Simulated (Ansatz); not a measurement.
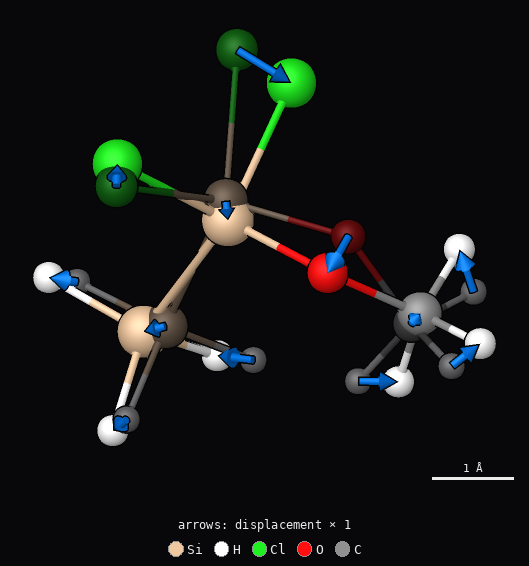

A relaxation of CH6Cl2OSi2. The starting structure is drawn faded, the final one solid; blue arrows show the displacements, at their true length. The two geometries are superimposed by the best rigid fit.

A ball-and-stick model, seen at a tilt.

The run prepares the start of a later molecular dynamics calculation, from a guessed geometry.

The calculation used Ansatz 0.2.0, RKS B3LYP/STO-3G.

Input file:
```yaml
crystal:
  periodic: [false, false, false]
  atoms:
    - { symbol: Si, position_ang: [0.0, 0.0, 0.0] }
    - { symbol: Si, position_ang: [0.0, 0.0, 2.22] }
    - { symbol: H, position_ang: [-1.3148, -0.4067, 2.7074] }
    - { symbol: H, position_ang: [1.0096, -0.9353, 2.7074] }
    - { symbol: H, position_ang: [0.3052, 1.342, 2.7074] }
    - { symbol: Cl, position_ang: [2.0086, 0.0, -0.7093] }
    - { symbol: Cl, position_ang: [-1.0032, 1.7381, -0.7093] }
    - { symbol: O, position_ang: [-0.7913, -1.3709, -0.5594] }
    - { symbol: C, position_ang: [-1.5365, -2.2685, 0.2501] }
    - { symbol: H, position_ang: [-1.2251, -2.1576, 1.3097] }
    - { symbol: H, position_ang: [-2.6187, -2.04, 0.1571] }
    - { symbol: H, position_ang: [-1.349, -3.3106, -0.083] }
basis:
  gaussian: { orbitals: STO-3G }
hamiltonian:
  xc: b3lyp
relax:
  f_tol: 0.02
  max_steps: 40
output:
  orbitals: {}
```

Run as
```bash
ansatz run input.yaml --threads 1 --pin off --max-ram 2048MiB --backend cpu --events-out ev --progress --plain --runs-dir out
```

> What did the optimiser do to the structure, and how much energy did it gain?

The largest move after the best rigid fit is that of Cl7, 0.79 Å. By element the largest moves are Cl 0.79 Å, O 0.65 Å, H 0.59 Å, Si 0.30 Å, C 0.21 Å. Among the contacts that change: Si1–Si2 2.220 → 2.288 Å, O8–C9 1.420 → 1.470 Å, Si1–O8 1.679 → 1.704 Å, Si2–H3 1.460 → 1.444 Å. Among the angles between lasting bonds that change: Si1–O8–C9 125.0° → 113.0°, Si2–Si1–O8 109.5° → 118.5°, Cl6–Si1–O8 109.5° → 101.4°. Groups turn about Si1–O8 by about 50°, O8–C9 by about 40°, Si1–Si2 by about 25°. After 15 accepted moves (16 points after the start) the energy has fallen by 40.9 kJ/mol. The largest force component goes from 2.4 to 0.017 eV/Å. The line search rejected the trial step at point 9 of the run.

Limits of the set-up: STO-3G is a minimal basis, so the numbers are rough.
